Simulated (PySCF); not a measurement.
**C3H13F2NSi3 (SMILES C[C@H](C[SiH](F)F)N([SiH3])[SiH3]): density, localisation and related maps**

Input file:

```
{"job": {"kind": "nmr", "xc": "PBE0", "basis": "pcSseg-1"}, "charge": 0, "multiplicity": 1}
C      0.159674    -2.090574    -0.708117
C     -0.237192    -0.823505     0.048041
C     -1.456706    -0.154200    -0.598537
Si    -2.096184     1.328230     0.374950
F     -3.533431     1.739008    -0.211944
F     -2.487465     0.860501     1.857448
N      0.883461     0.094410     0.178215
Si     1.547962     0.918152    -1.198860
Si     1.507318     0.279271     1.787828
H      1.044496    -2.526467    -0.250589
H      0.383952    -1.863719    -1.746651
H     -0.647008    -2.819557    -0.673992
H     -0.526129    -1.127968     1.061974
H     -1.196000     0.140373    -1.615846
H     -2.252984    -0.901104    -0.679103
H     -1.329218     2.542912     0.498684
H      1.058870     2.303943    -1.238265
H      1.144990     0.244513    -2.435143
H      3.005161     0.890151    -1.089186
H      2.528385     1.317698     1.721390
H      2.079613    -0.995750     2.240186
H      0.408025     0.663066     2.676668
```

Launched as:

```sh
OMP_NUM_THREADS=1 python probes_run.py task.json out
```

Geometry: GFN2-xTB.

These are results of PySCF 2.14.0, PBE0/pcSseg-1, SCF density, gas phase, non-relativistic, not measurements.

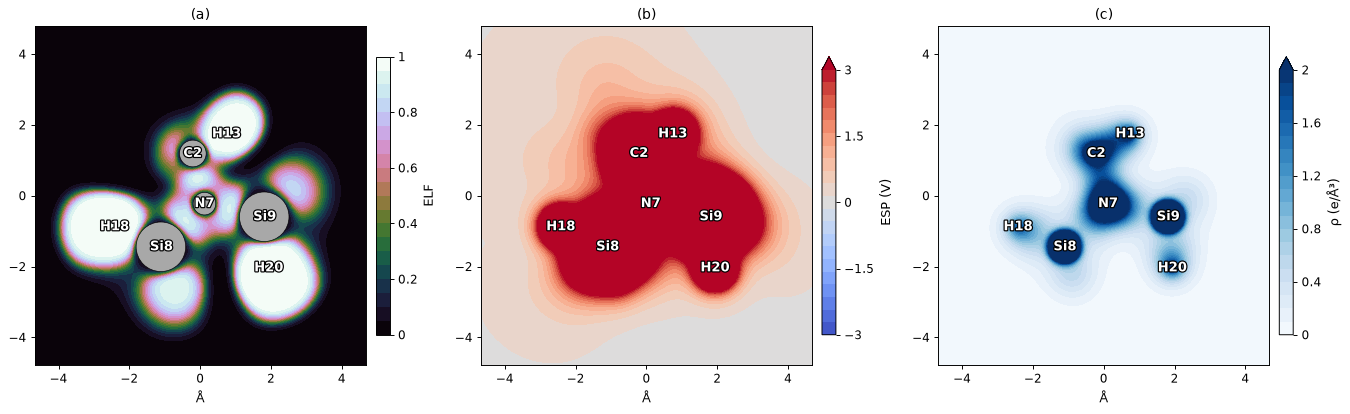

Figure 1. (a) ELF; (b) electrostatic potential; (c) total electron density on the plane of atoms N7, C2 and H13. Grey discs cover the atomic cores in the ELF map.

> Describe what can be read from this map.

- The plane passes through C, N, Si and H nuclei.
- C–N (1.45 Å): ρ at the midpoint is about 1.9 e/Å³; the ELF peaks at about 0.90 between the atoms, as expected for localised, covalent bonding.
- Si–N (1.74 Å): ρ at the midpoint is about 1.1 e/Å³; the ELF peaks at about 0.90 between the atoms; a shared but strongly polarised pair.
- C–H (1.10 Å): ρ is about 2 e/Å³ halfway; the ELF climbs to about 1 towards the hydrogen, as it does in any bond to H (an ordinary covalent bond to hydrogen).
- Si–H (1.46 Å): the density is about 0.81 e/Å³ at the midpoint; the ELF climbs to about 1 towards the hydrogen.
- The potential has no marked negative region in this plane.

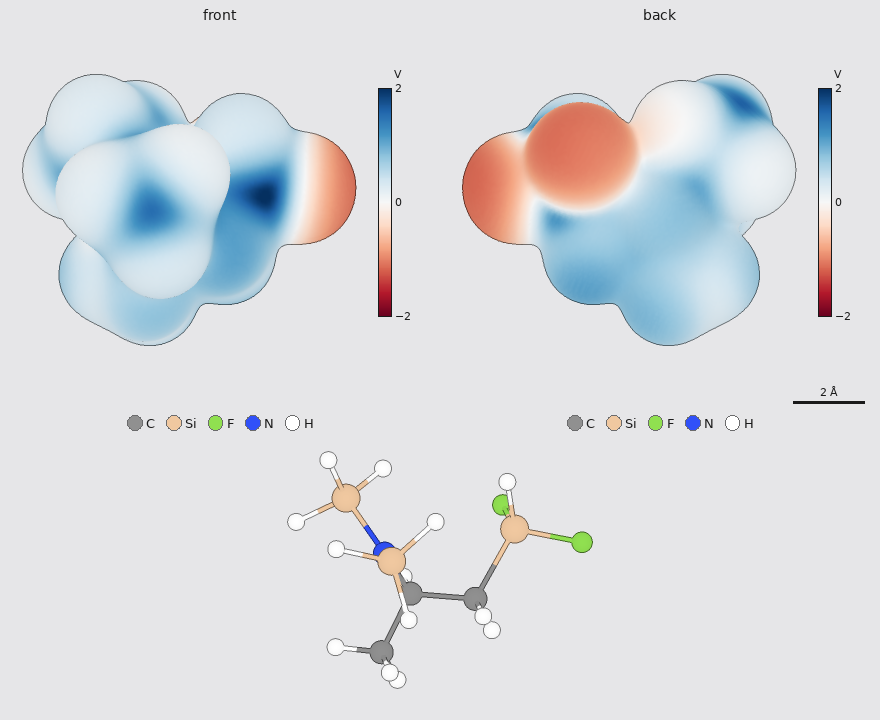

Figure 2. The electrostatic potential painted on the density surface at 0.002 e/bohr³, seen from the front and from behind; red is negative and blue positive. The bare structure is drawn below in the same view.

> Describe the electrostatic potential map.

The most negative region (about −1.1 V) lies over F5 and F6, the most positive (about +1.7 V) over Si4.

> What dipole moment does the calculation give?

Its dipole moment is 2.60 D.
